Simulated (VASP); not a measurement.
Band structure of Sr$_{3}$SnO (space group Pm-3m). Method: PBEsol GGA, VASP's PBE PAW potentials (set 64) (plane waves; VASP 6.6.1).

Unless said otherwise, spin-orbit coupling is left out, though it shifts the bands of the heavy elements here.

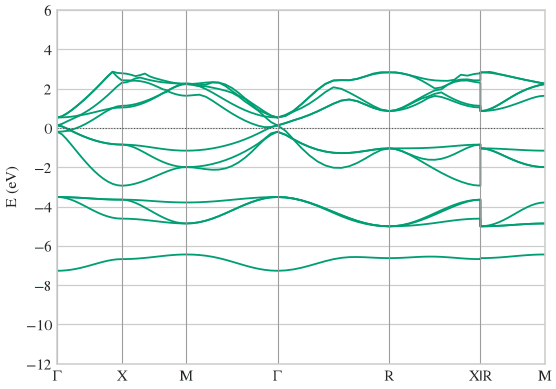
Bands along high-symmetry lines, zero at the valence-band maximum or, without a gap, the Fermi level

**Question.** Read the plot: is there a gap, and where are the band edges?

**Answer.** It has no gap at this level: it comes out as a metal or semimetal. (Edges off the drawn lines would not show.)

The structure comes from a computed database's Sr3SnO entry (Pm-3m); how it stands against other phases isn't given here. It was relaxed first.
